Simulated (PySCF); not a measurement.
Consider AlPb (quartet).

```json
{"atom": "Al", "x (Å)": "0.0000", "y (Å)": "0.0000", "z (Å)": "-2.4103"}
{"atom": "Pb", "x (Å)": "0.0000", "y (Å)": "0.0000", "z (Å)": "0.3127"}
```

Core potentials replace the inner electrons of Pb.

Theory: PySCF, PBE0/cc-pVDZ(-PP), non-relativistic Hamiltonian with scalar-relativistic core potentials where named, at a bond length of 2.723 Å.

**Predict the electron density, electron localisation function and spin density between the atoms.**

Al–Pb (2.72 Å): ρ at the midpoint is about 0.32 e/Å³, with its minimum of 0.29 e/Å³ about 1.1 Å from Al; the ELF is about 0.50 at the midpoint.
The unpaired spin (3 electrons) lies mostly on Pb2 (about 1.9) and Al1 (about 1.1), in electrons by Hirshfeld's partition.

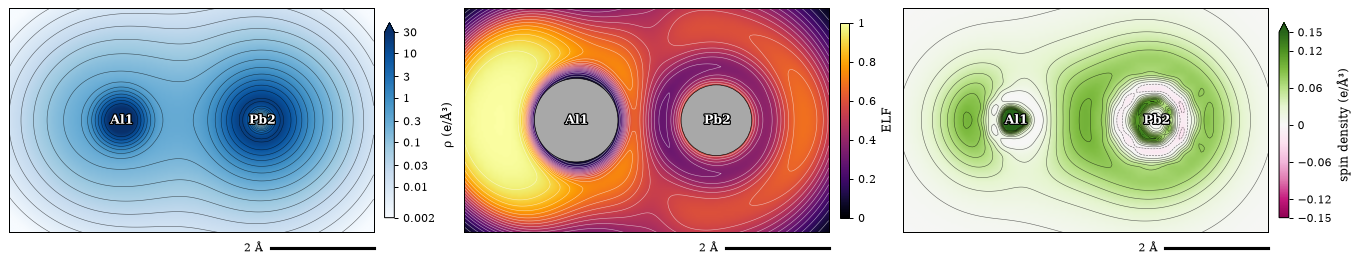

Computed electron density, electron localisation function and spin density on a plane that holds the molecular axis, in this order. Grey discs cover the atomic cores in the ELF map. 
